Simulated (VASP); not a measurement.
Band structure of MnS (rock salt, AFM-II order). Calculation: RPBE GGA, VASP's PBE PAW potentials (set 64) (plane waves; VASP).

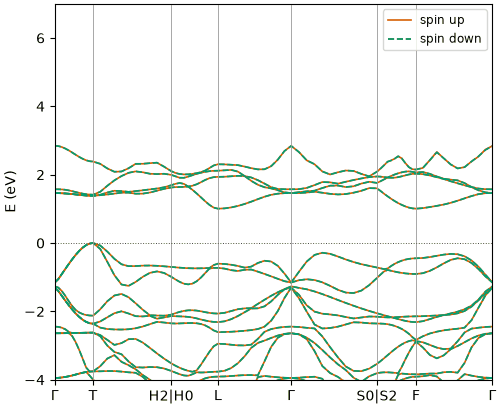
Figure: Bands along high-symmetry lines, zero at the valence-band maximum or, without a gap, the Fermi level

Question: Read the plot: is there a gap, and where are the band edges?

Answer: The gap is indirect, 1.01 eV, from the valence maximum at T to the conduction minimum at L. (Edges off the drawn lines would not show.)

The compound is MnS in the rock salt, AFM-II order structure. It was relaxed first.
